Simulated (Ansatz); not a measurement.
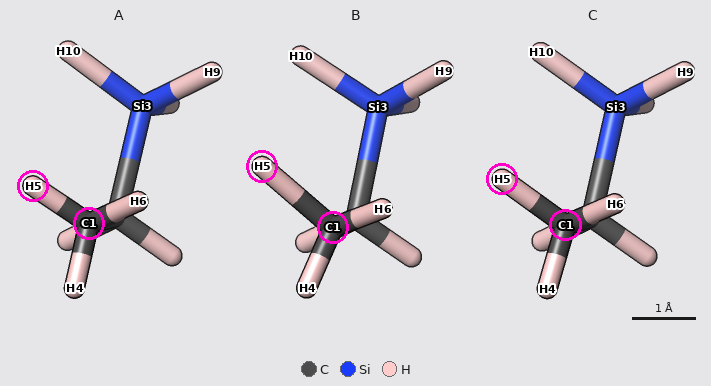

A scan of C2H8Si: one C–H bond length is varied, with all other coordinates relaxed. The picture is a stick view, seen from a free direction. The ringed atoms are those of the scanned coordinate.

Computed with Ansatz: CCSD(T), basis def2-TZVPP, on geometries relaxed under the constraint at PBE0-D4/def2-TZVP. Coupled cluster with a frozen core. Energies are counted from the PBE0-D4/def2-TZVP minimum geometry at the same level.

Order these geometries by energy, lowest first.

Answer. Lowest first: A (the distance 1.093 Å, 0.0 kJ/mol), C (the distance 1.271 Å, 35.4 kJ/mol), B (the distance 1.530 Å, 137.7 kJ/mol). Over the whole scan: the lowest computed point lies at the distance 1.093 Å (0.0 kJ/mol). The end points stand at 34.8 kJ/mol (0.962 Å) and 137.7 kJ/mol (1.530 Å). The curvature at the lowest point is about 33 eV/Å² (5.3 mdyn/Å). The well is steeper on the short side, as for any bond.
